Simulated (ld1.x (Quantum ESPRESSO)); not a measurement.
# A TM potential for zirconium, from input to tests

Do these settings give a usable potential? It is generated, then checked for transferability, scattering, ghosts and hardness.

The numbers are computed with ld1.x (Quantum ESPRESSO) 7.5 (PBE, scalar-relativistic, spin-unpolarised reference atom).

## 1. Starting point

The settings as typed:

| Quantity | Value |
| --- | --- |
| element | zirconium (Zr, Z = 40) |
| type | norm-conserving Troullier–Martins (Kleinman–Bylander form) |
| frozen core | [Kr] |
| valence charge | 4 |
| reference configuration | 4d2 5s1 5p0 (charge +1) |
| partial waves | 5s (bound): rc 3.10 bohr; 5p (bound, empty): rc 3.95 bohr; 4d (bound): rc 1.90 bohr |
| local potential | the d channel |
| core correction | Bessel-smoothed model core inside 1.05 bohr |

An earlier all-electron run gives the scale for the radii.

All-electron outer shells of the reference configuration (PBE, scalar-relativistic, ld1.x):

```
shell  level (eV)  outermost node (bohr)  outermost maximum (bohr)
   4s      -61.18                   0.55                      1.08
   4p      -39.14                   0.56                      1.17
   4d       -9.98                   0.58                      1.59
   5s       -9.94                   1.46                      3.00
   5p       -6.26                   1.68                      3.71
```

## 2. Generating the potential

Zr.in

```
 &input
   title='Zr', zed=40., rel=1, dft='PBE', iswitch=3,
   config='[Kr] 4d2 5s1 5p0',
   nld=3, rlderiv=4.30, eminld=-3.0, emaxld=5.0, deld=0.02
 /
 &inputp
   pseudotype=2, tm=.true., lloc=2,
   nlcc=.true., new_core_ps=.true., rcore=1.05,
   file_pseudopw='Zr.UPF', file_wfcaegen='ae.wfc', file_wfcncgen='nc.wfc', file_beta='beta', file_chi='chi'
 /
3
5S  1  0   1.00   0.00  3.10  3.10  0.0
5P  2  1   0.00   0.00  3.95  3.95  0.0
4D  3  2   2.00   0.00  1.90  1.90  0.0
 &test
   configts(1)='4d2 5s1 5p0'
 /
```

On the command line:

```sh
$ ld1.x < Zr.in > Zr.out
```

The output, Zr.out (without the banner and most projector matrices):

```text
     Program LD1 v.7.5
     --------------------------- All-electron run ----------------------------

     Zr
     scalar relativistic calculation

     atomic number is 40.00
     dft =PBE   lsd =0 sic =0 latt =0  beta=0.20 tr2=1.0E-14
     Exchange-correlation= PBE
                           (   1   4   3   4   0   0   0)
     mesh =1225 r(mesh) = 100.59681 a.u. xmin = -7.00 dx = 0.01250
     1 Ry =  13.60569312 eV, c = 137.03599908

     n l     nl                  e(Ry)          e(Ha)          e(eV)
     1 0     1S 1( 2.00)     -1310.6194      -655.3097    -17831.8848
     2 0     2S 1( 2.00)      -182.0212       -91.0106     -2476.5240
     2 1     2P 1( 6.00)      -162.3687       -81.1844     -2209.1390
     3 0     3S 1( 2.00)       -30.2413       -15.1207      -411.4544
     3 1     3P 1( 6.00)       -23.8386       -11.9193      -324.3409
     4 0     4S 1( 2.00)        -4.4966        -2.2483       -61.1791
     4 1     4P 1( 6.00)        -2.8768        -1.4384       -39.1410
     3 2     3D 1(10.00)       -13.3316        -6.6658      -181.3863
     4 2     4D 1( 2.00)        -0.7337        -0.3668        -9.9822
     5 0     5S 1( 1.00)        -0.7309        -0.3654        -9.9443
     5 1     5P 1( 0.00)        -0.4602        -0.2301        -6.2615

     final scf error:  8.8E-15 reached in  23 iterations

     Etot =   -7196.542213 Ry,   -3598.271106 Ha,  -97913.944892 eV

     Ekin =    7399.671122 Ry,    3699.835561 Ha,  100677.654493 eV
     Encl =  -17309.385396 Ry,   -8654.692698 Ha, -235506.185849 eV
     Eh   =    2940.646499 Ry,    1470.323250 Ha,   40009.533852 eV
     Exc  =    -227.474437 Ry,    -113.737219 Ha,   -3094.947389 eV

     normalization and overlap integrals

     s(1S/1S) =  1.000000  <r> =   0.0371  <r2> =    0.0019  r(max) =   0.0241
     s(2S/2S) =  1.000000  <r> =   0.1626  <r2> =    0.0312  r(max) =   0.1368
     s(2P/2P) =  1.000000  <r> =   0.1417  <r2> =    0.0245  r(max) =   0.1093
     s(3S/3S) =  1.000000  <r> =   0.4584  <r2> =    0.2410  r(max) =   0.4060
     s(3P/3P) =  1.000000  <r> =   0.4621  <r2> =    0.2489  r(max) =   0.4010
     s(4S/4S) =  1.000000  <r> =   1.2131  <r2> =    1.6691  r(max) =   1.0764
     s(4P/4P) =  1.000000  <r> =   1.3677  <r2> =    2.1464  r(max) =   1.1748
     s(3D/3D) =  1.000000  <r> =   0.4525  <r2> =    0.2477  r(max) =   0.3495
     s(4D/4D) =  1.000000  <r> =   2.1365  <r2> =    5.5499  r(max) =   1.5859
     s(5S/5S) =  1.000000  <r> =   3.4278  <r2> =   13.2670  r(max) =   3.0000
     s(5P/5P) =  1.000000  <r> =   4.2925  <r2> =   20.8610  r(max) =   3.7103

     ------------------------ End of All-electron run ------------------------

     --------------------- Generating NC pseudopotential ---------------------

      Generating local pot.: lloc=2, matching radius rcloc =   1.9000

      Computing core charge for nlcc:

       r > 1.06 : true rho core
      Core charge pseudized with two Bessel functions
      Integrated core pseudo-charge :  11.56

      Wfc   5S  rcut= 3.115  Using Troullier-Martins method

      Wfc   5P  rcut= 3.999  Using Troullier-Martins method

     ------------------- End of pseudopotential generation -------------------

     [... the all-electron block is printed once more ...]


     Computing logarithmic derivative in   4.28401
     Computing logarithmic derivative in   4.28401
     Computing the partial wave expansion
     R is outside the sphere for l=    0 j= 0.00
     R is outside the sphere for l=    1 j= 0.00
       no projector for channel:   2

     ---------------------- Testing the pseudopotential ----------------------

     Zr
     scalar relativistic calculation

     atomic number is 40.00   valence charge is  4.00
     dft =PBE   lsd =0 sic =0 latt =0  beta=0.20 tr2=1.0E-14
     mesh =1225 r(mesh) = 100.59681 xmin = -7.00 dx = 0.01250

     n l     nl             e AE (Ry)        e PS (Ry)    De AE-PS (Ry)
     3 2     4D   1( 2.00)       -0.73368       -0.73368       -0.00000
     1 0     5S   1( 1.00)       -0.73090       -0.73090        0.00000
     2 1     5P   1( 0.00)       -0.46021       -0.46021        0.00000

     eps = 7.9E-16  iter =  6

     Etot =   -7196.542213 Ry,   -3598.271106 Ha,  -97913.944892 eV
     Etotps =   -21.275454 Ry,     -10.637727 Ha,    -289.467298 eV

     Ekin =       6.060119 Ry,       3.030059 Ha,      82.452119 eV
     Encl =     -12.526831 Ry,      -6.263416 Ha,    -170.436219 eV
     Ehrt =       3.178384 Ry,       1.589192 Ha,      43.244119 eV
     Ecxc =     -18.378732 Ry,      -9.189366 Ha,    -250.055391 eV
     (Ecc =     -16.059880 Ry,      -8.029940 Ha,    -218.505795 eV)
     Epseu=       0.391606 Ry,       0.195803 Ha,       5.328074 eV

     ---------------------- End of pseudopotential test ----------------------
```

Run time: 1.4 s. Hardware: 1 thread of Neoverse-V1, shared host. (Generation and the later configuration tests together.)

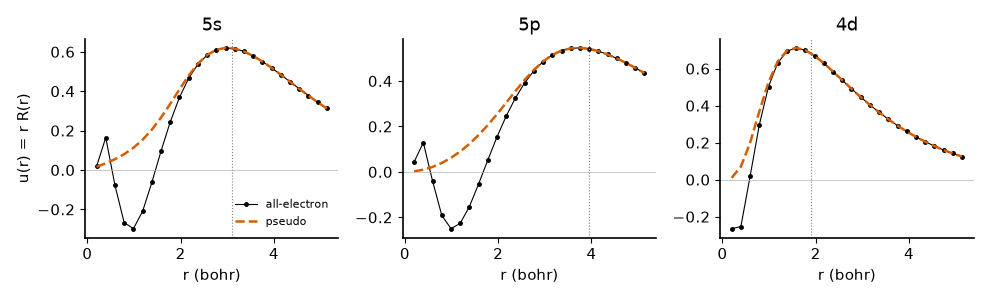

Bound waves of the atom and their pseudo partners (5s, 5p, 4d), with the matching radii dotted. The curves join 26 sampled radii, too few to resolve the innermost nodes.

## 3. Transferability test

Zr.test.in

```
 &input
   title='Zr', zed=40., rel=1, dft='PBE', iswitch=2,
   config='[Kr] 4d2 5s1 5p0'
 /
 &test
   file_pseudo='Zr.UPF', nconf=8,
   configts(1)='4d2 5s1 5p0',
   configts(2)='4d2 5s2 5p0',
   configts(3)='4d2 5s0 5p0',
   configts(4)='4d1 5s0 5p0',
   configts(5)='4d3 5s1 5p0',
   configts(6)='4d2.5 5s1.5 5p0',
   configts(7)='4d1 5s2 5p1',
   configts(8)='4d1 5s2 5p0'
 /
```

On the command line:

```sh
$ ld1.x < Zr.test.in > Zr.test.out
```

Zr.test.out, the pseudopotential blocks, each with the warnings that came before it:

```text
     ---------------------- Testing the pseudopotential ----------------------

     Zr
     scalar relativistic calculation

     atomic number is 40.00   valence charge is  4.00
     dft =PBE   lsd =0 sic =0 latt =0  beta=0.20 tr2=1.0E-14
     mesh =1225 r(mesh) = 100.59681 xmin = -7.00 dx = 0.01250

     n l     nl             e AE (Ry)        e PS (Ry)    De AE-PS (Ry)
     3 2     4D   1( 2.00)       -0.73368       -0.73368       -0.00000
     1 0     5S   1( 1.00)       -0.73090       -0.73090        0.00000
     2 1     5P   1( 0.00)       -0.46021       -0.46021        0.00000

     eps = 4.1E-16  iter =  6

     Etot =   -7196.542213 Ry,   -3598.271106 Ha,  -97913.944892 eV
     Etotps =   -21.275454 Ry,     -10.637727 Ha,    -289.467298 eV

     Ekin =       6.060119 Ry,       3.030060 Ha,      82.452119 eV
     Encl =     -12.526831 Ry,      -6.263416 Ha,    -170.436220 eV
     Ehrt =       3.178384 Ry,       1.589192 Ha,      43.244119 eV
     Ecxc =     -18.378732 Ry,      -9.189366 Ha,    -250.055391 eV
     (Ecc =     -16.059880 Ry,      -8.029940 Ha,    -218.505795 eV)
     Epseu=       0.391606 Ry,       0.195803 Ha,       5.328074 eV

     ---------------------- End of pseudopotential test ----------------------

     ---------------------- Testing the pseudopotential ----------------------

     Zr
     scalar relativistic calculation

     atomic number is 40.00   valence charge is  4.00
     dft =PBE   lsd =0 sic =0 latt =0  beta=0.20 tr2=1.0E-14
     mesh =1225 r(mesh) = 100.59681 xmin = -7.00 dx = 0.01250

     n l     nl             e AE (Ry)        e PS (Ry)    De AE-PS (Ry)
     3 2     4D   1( 2.00)       -0.26451       -0.26674        0.00222
     1 0     5S   1( 2.00)       -0.32628       -0.32575       -0.00053
     2 1     5P   1( 0.00)       -0.10799       -0.10770       -0.00029

     eps = 7.9E-16  iter =  9

     Etot =   -7197.066779 Ry,   -3598.533389 Ha,  -97921.081979 eV
     Etotps =   -21.799767 Ry,     -10.899884 Ha,    -296.600941 eV
     dEtot_ae =      -0.524566 Ry
     dEtot_ps =      -0.524313 Ry,   Delta E=      -0.000253 Ry

     Ekin =       5.805556 Ry,       2.902778 Ha,      78.988619 eV
     Encl =     -14.366147 Ry,      -7.183074 Ha,    -195.461393 eV
     Ehrt =       4.819294 Ry,       2.409647 Ha,      65.569830 eV
     Ecxc =     -18.667666 Ry,      -9.333833 Ha,    -253.986530 eV
     (Ecc =     -16.059880 Ry,      -8.029940 Ha,    -218.505795 eV)
     Epseu=       0.609196 Ry,       0.304598 Ha,       8.288533 eV

     ---------------------- End of pseudopotential test ----------------------

     Warning: n=2, l=1 expected 0 nodes, found 1
     ---------------------- Testing the pseudopotential ----------------------

     Zr
     scalar relativistic calculation

     atomic number is 40.00   valence charge is  4.00
     dft =PBE   lsd =0 sic =0 latt =0  beta=0.20 tr2=1.0E-14
     mesh =1225 r(mesh) = 100.59681 xmin = -7.00 dx = 0.01250

     n l     nl             e AE (Ry)        e PS (Ry)    De AE-PS (Ry)
     3 2     4D   1( 2.00)       -1.27152       -1.27161        0.00009
     1 0     5S   1( 0.00)       -1.17881       -1.18126        0.00246
     2 1     5P   1( 0.00)       -0.85757       -0.90136        0.04379  !

     eps = 4.3E-17  iter =  7

     Etot =   -7195.591120 Ry,   -3597.795560 Ha,  -97901.004620 eV
     Etotps =   -20.323273 Ry,     -10.161637 Ha,    -276.512217 eV
     dEtot_ae =       0.951093 Ry
     dEtot_ps =       0.952181 Ry,   Delta E=      -0.001088 Ry

     Ekin =       6.269515 Ry,       3.134758 Ha,      85.301100 eV
     Encl =     -10.326721 Ry,      -5.163360 Ha,    -140.502194 eV
     Ehrt =       1.798111 Ry,       0.899055 Ha,      24.464543 eV
     Ecxc =     -18.064178 Ry,      -9.032089 Ha,    -245.775667 eV
     (Ecc =     -16.059880 Ry,      -8.029940 Ha,    -218.505795 eV)

     ---------------------- End of pseudopotential test ----------------------

     Warning: n=1, l=0 expected 0 nodes, found 1
     ---------------------- Testing the pseudopotential ----------------------

     Zr
     scalar relativistic calculation

     atomic number is 40.00   valence charge is  4.00
     dft =PBE   lsd =0 sic =0 latt =0  beta=0.20 tr2=1.0E-14
     mesh =1225 r(mesh) = 100.59681 xmin = -7.00 dx = 0.01250

     n l     nl             e AE (Ry)        e PS (Ry)    De AE-PS (Ry)
     3 2     4D   1( 1.00)       -2.07285       -2.11068        0.03783  !
     1 0     5S   1( 0.00)       -1.78561       -1.78561        0.00000
     2 1     5P   1( 0.00)       -1.39421       -1.39421        0.00000

     eps = 3.6E-15  iter =  5

     Etot =   -7193.928092 Ry,   -3596.964046 Ha,  -97878.377969 eV
     Etotps =   -18.643791 Ry,      -9.321896 Ha,    -253.661705 eV
     dEtot_ae =       2.614121 Ry
     dEtot_ps =       2.631663 Ry,   Delta E=      -0.017542 Ry

     Ekin =       3.652887 Ry,       1.826444 Ha,      49.700064 eV
     Encl =      -5.632562 Ry,      -2.816281 Ha,     -76.634915 eV
     Ehrt =       0.494543 Ry,       0.247271 Ha,       6.728595 eV
     Ecxc =     -17.158659 Ry,      -8.579330 Ha,    -233.455449 eV
     (Ecc =     -16.059880 Ry,      -8.029940 Ha,    -218.505795 eV)

     ---------------------- End of pseudopotential test ----------------------

     ---------------------- Testing the pseudopotential ----------------------

     Zr
     scalar relativistic calculation

     atomic number is 40.00   valence charge is  4.00
     dft =PBE   lsd =0 sic =0 latt =0  beta=0.20 tr2=1.0E-14
     mesh =1225 r(mesh) = 100.59681 xmin = -7.00 dx = 0.01250

     n l     nl             e AE (Ry)        e PS (Ry)    De AE-PS (Ry)
     3 2     4D   1( 3.00)       -0.17151       -0.16793       -0.00358
     1 0     5S   1( 1.00)       -0.28240       -0.28593        0.00353
     2 1     5P   1( 0.00)       -0.08636       -0.08898        0.00262

     eps = 5.6E-15  iter = 10

     Etot =   -7196.978959 Ry,   -3598.489480 Ha,  -97919.887130 eV
     Etotps =   -21.708768 Ry,     -10.854384 Ha,    -295.362840 eV
     dEtot_ae =      -0.436746 Ry
     dEtot_ps =      -0.433314 Ry,   Delta E=      -0.003432 Ry

     Ekin =       7.280626 Ry,       3.640313 Ha,      99.057963 eV
     Encl =     -15.444056 Ry,      -7.722028 Ha,    -210.127082 eV
     Ehrt =       5.109080 Ry,       2.554540 Ha,      69.512580 eV
     Ecxc =     -18.918477 Ry,      -9.459238 Ha,    -257.398991 eV
     (Ecc =     -16.059880 Ry,      -8.029940 Ha,    -218.505795 eV)
     Epseu=       0.264058 Ry,       0.132029 Ha,       3.592690 eV

     ---------------------- End of pseudopotential test ----------------------

     ---------------------- Testing the pseudopotential ----------------------

     Zr
     scalar relativistic calculation

     atomic number is 40.00   valence charge is  4.00
     dft =PBE   lsd =0 sic =0 latt =0  beta=0.20 tr2=1.0E-14
     mesh =1225 r(mesh) = 100.59681 xmin = -7.00 dx = 0.01250

     n l     nl             e AE (Ry)        e PS (Ry)    De AE-PS (Ry)
     3 2     4D   1( 2.50)       -0.21388       -0.21153       -0.00234
     1 0     5S   1( 1.50)       -0.30267       -0.30379        0.00112
     2 1     5P   1( 0.00)       -0.09608       -0.09713        0.00105

     eps = 7.2E-17  iter =  9

     Etot =   -7197.029014 Ry,   -3598.514507 Ha,  -97920.568163 eV
     Etotps =   -21.761622 Ry,     -10.880811 Ha,    -296.081953 eV
     dEtot_ae =      -0.486801 Ry
     dEtot_ps =      -0.486168 Ry,   Delta E=      -0.000633 Ry

     Ekin =       6.606438 Ry,       3.303219 Ha,      89.885170 eV
     Encl =     -14.959873 Ry,      -7.479936 Ha,    -203.539435 eV
     Ehrt =       4.973085 Ry,       2.486543 Ha,      67.662273 eV
     Ecxc =     -18.804448 Ry,      -9.402224 Ha,    -255.847548 eV
     (Ecc =     -16.059880 Ry,      -8.029940 Ha,    -218.505795 eV)
     Epseu=       0.423175 Ry,       0.211587 Ha,       5.757588 eV

     ---------------------- End of pseudopotential test ----------------------

     ---------------------- Testing the pseudopotential ----------------------

     Zr
     scalar relativistic calculation

     atomic number is 40.00   valence charge is  4.00
     dft =PBE   lsd =0 sic =0 latt =0  beta=0.20 tr2=1.0E-14
     mesh =1225 r(mesh) = 100.59681 xmin = -7.00 dx = 0.01250

     n l     nl             e AE (Ry)        e PS (Ry)    De AE-PS (Ry)
     3 2     4D   1( 1.00)       -0.46545       -0.49534        0.02988  !
     1 0     5S   1( 2.00)       -0.43155       -0.43190        0.00034
     2 1     5P   1( 1.00)       -0.17665       -0.17416       -0.00249

     eps = 3.7E-16  iter = 12

     Etot =   -7196.846042 Ry,   -3598.423021 Ha,  -97918.078696 eV
     Etotps =   -21.564160 Ry,     -10.782080 Ha,    -293.395341 eV
     dEtot_ae =      -0.303829 Ry
     dEtot_ps =      -0.288706 Ry,   Delta E=      -0.015123 Ry

     Ekin =       3.901731 Ry,       1.950865 Ha,      53.085752 eV
     Encl =     -12.417886 Ry,      -6.208943 Ha,    -168.953939 eV
     Ehrt =       4.245175 Ry,       2.122587 Ha,      57.758547 eV
     Ecxc =     -18.228096 Ry,      -9.114048 Ha,    -248.005879 eV
     (Ecc =     -16.059880 Ry,      -8.029940 Ha,    -218.505795 eV)
     Epseu=       0.934916 Ry,       0.467458 Ha,      12.720179 eV

     ---------------------- End of pseudopotential test ----------------------

     ---------------------- Testing the pseudopotential ----------------------

     Zr
     scalar relativistic calculation

     atomic number is 40.00   valence charge is  4.00
     dft =PBE   lsd =0 sic =0 latt =0  beta=0.20 tr2=1.0E-14
     mesh =1225 r(mesh) = 100.59681 xmin = -7.00 dx = 0.01250

     n l     nl             e AE (Ry)        e PS (Ry)    De AE-PS (Ry)
     3 2     4D   1( 1.00)       -0.88850       -0.91280        0.02430  !
     1 0     5S   1( 2.00)       -0.81192       -0.81055       -0.00137
     2 1     5P   1( 0.00)       -0.51719       -0.51719        0.00000

     eps = 8.9E-16  iter = 10

     Etot =   -7196.503510 Ry,   -3598.251755 Ha,  -97913.418318 eV
     Etotps =   -21.225243 Ry,     -10.612621 Ha,    -288.784140 eV
     dEtot_ae =       0.038702 Ry
     dEtot_ps =       0.050211 Ry,   Delta E=      -0.011509 Ry

     Ekin =       3.771927 Ry,       1.885964 Ha,      51.319684 eV
     Encl =     -10.763231 Ry,      -5.381615 Ha,    -146.441216 eV
     Ehrt =       2.816491 Ry,       1.408246 Ha,      38.320316 eV
     Ecxc =     -17.964128 Ry,      -8.982064 Ha,    -244.414417 eV
     (Ecc =     -16.059880 Ry,      -8.029940 Ha,    -218.505795 eV)
     Epseu=       0.913698 Ry,       0.456849 Ha,      12.431493 eV

     ---------------------- End of pseudopotential test ----------------------
```

Excitation and ionisation energies from 4d2 5s1 5p0, with the error of the potential. A star marks tests that logged a warning.

```csv
valence configuration,charge,ΔE all-electron (eV),error AE − PS (meV)
4d2 5s2 5p0,0,-7.137,-3.4
4d2 5s0 5p0 *,+2,12.940,-15
4d1 5s0 5p0 *,+3,35.567,-239
4d3 5s1 5p0,0,-5.942,-47
4d2.5 5s1.5 5p0,0,-6.623,-8.6
4d1 5s2 5p1,0,-4.134,-206
4d1 5s2 5p0,+1,0.527,-157
```

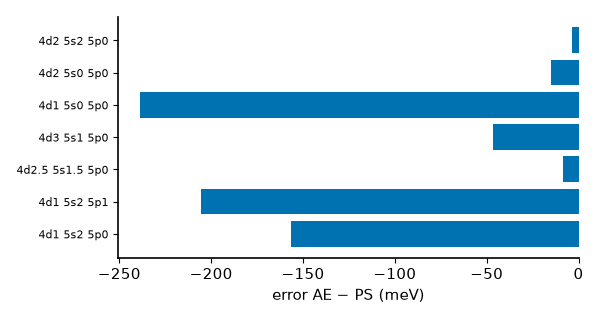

Error of the potential in each test configuration.

## 4. Logarithmic derivatives

Taken from the files of the generation run. The phase is arctan(r·u′/u) with u = r·R, unwrapped, with energies in Ry. A pole is an energy at which the radial function vanishes at the test radius. The pseudo phase is shifted by a multiple of π to meet the all-electron one at the reference energy. Levels narrower than the energy grid can be missing from the poles. The last column is the largest difference on the grid between −1 and +1 Ry.

| channel | radius (bohr) | reference (Ry) | poles AE | poles PS | window around the reference with phases within 0.05 rad (Ry) | largest difference near zero (rad) |
| --- | --- | --- | --- | --- | --- | --- |
| s | 4.28 | -0.73 | -0.35, 2.63 | -0.35, 1.91, 4.52 | below 0.4 | 0.761 |
| p | 4.28 | -0.46 | -2.87, 0.21, 3.33 | -1.55, 0.20, 2.90 | -1.5 to 1.1 | 0.016 |
| d | 4.28 | -0.73 | -0.67, 1.34, 4.66 | -0.67, 1.34, 4.66 | the whole range | 0.000 |

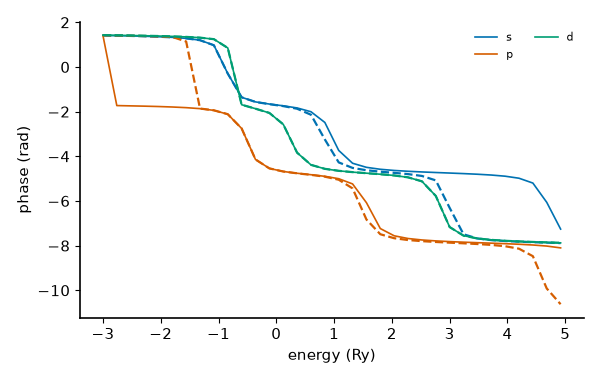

Phases by channel: all-electron solid, pseudo dashed.

## 5. Cutoff and ghost test in a Bessel basis

A separate test, outside the generator: the pseudo-atom's Hamiltonian at the reference potential is diagonalised in spherical Bessel functions j_l(qr) that vanish at 20 bohr, with q² up to the cutoff.

All-electron valence levels (Ry): 5s -0.7309, 5p -0.4602, 4d -0.7337. The lowest levels of each channel (Ry) by cutoff; the last column sums, over occupied levels, occupation times the distance from the level at 400 Ry. A positive value at high cutoff is not a bound level.

| cutoff (Ry) | s #1 | s #2 | p #1 | p #2 | d #1 | f #1 | Σ f·Δε (mRy) |
| --- | --- | --- | --- | --- | --- | --- | --- |
| 8 | -3.7124 | -0.7291 | -0.4603 | -0.1916 | -0.5126 | -0.0728 | 444.0 |
| 10 | -4.2641 | -0.7302 | -0.6035 | -0.4601 | -0.5682 | -0.0728 | 331.7 |
| 12 | -4.6074 | -0.7307 | -0.9442 | -0.4602 | -0.6176 | -0.0729 | 232.3 |
| 18 | -4.9271 | -0.7308 | -1.3977 | -0.4602 | -0.6987 | -0.0729 | 70.1 |
| 21 | -4.9583 | -0.7309 | -1.4732 | -0.4602 | -0.7148 | -0.0729 | 37.8 |
| 25 | -4.9715 | -0.7309 | -1.5284 | -0.4602 | -0.7244 | -0.0729 | 18.7 |
| 30 | -4.9776 | -0.7309 | -1.5468 | -0.4602 | -0.7310 | -0.0729 | 5.3 |
| 40 | -4.9784 | -0.7309 | -1.5516 | -0.4602 | -0.7336 | -0.0729 | 0.2 |
| 45 | -4.9786 | -0.7309 | -1.5517 | -0.4602 | -0.7336 | -0.0729 | 0.1 |
| 50 | -4.9789 | -0.7309 | -1.5517 | -0.4602 | -0.7336 | -0.0729 | 0.1 |
| 400 | -4.9793 | -0.7309 | -1.5520 | -0.4602 | -0.7337 | -0.0729 | 0.0 |

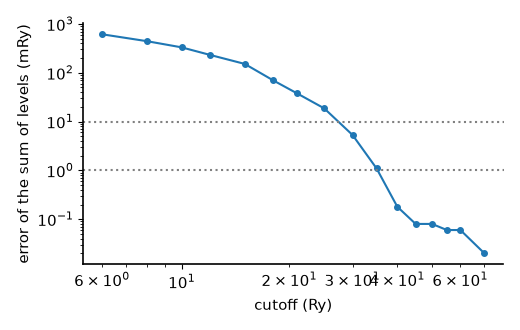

Occupation-weighted error of the valence levels against the cutoff; the dotted lines mark 10 and 1 mRy.

The sum stays within 10 mRy from 30 Ry and within 1 mRy from 40 Ry. The sum leaves out empty levels, which can need more. Ghost test: ghost states, bound below the all-electron valence or empty levels of the same l: s at -67.7 eV, p at -21.1 eV.

## 6. Summary of results

| quantity | value |
| --- | --- |
| cutoffs for 10 and 1 mRy, occupied levels | 30 Ry and 40 Ry |
| bound ghosts | s at -67.75 eV, p at -21.12 eV |
| largest test error (AE − PS) | -239 meV, for 4d1 5s0 5p0 (one of 2 tests with a warning) |
| largest phase difference near zero energy, channels read | 0.761 rad |

**Reading.** It has a bound ghost (s, p), a state that the atom doesn't have, and that rules the file out. The worst unpolarised test, 4d1 5s0 5p0, is off by 239 meV on 35.6 eV; by total energies transferability rates as poor. It counts as soft on the atom at that tolerance, with 30 Ry needed at the looser tolerance. The slowest occupied level is 4d: taken alone it needs 35 Ry to come within 1 mRy, against 10 Ry for 5s. Of the channels read, s scatters worst near zero energy, by up to 0.76 rad. The pseudo curves have a pole with no partner nearby in the atom's: s at 1.91 Ry. At positive energy that is a spurious or a displaced resonance. All of this concerns the isolated atom, not yet a solid.
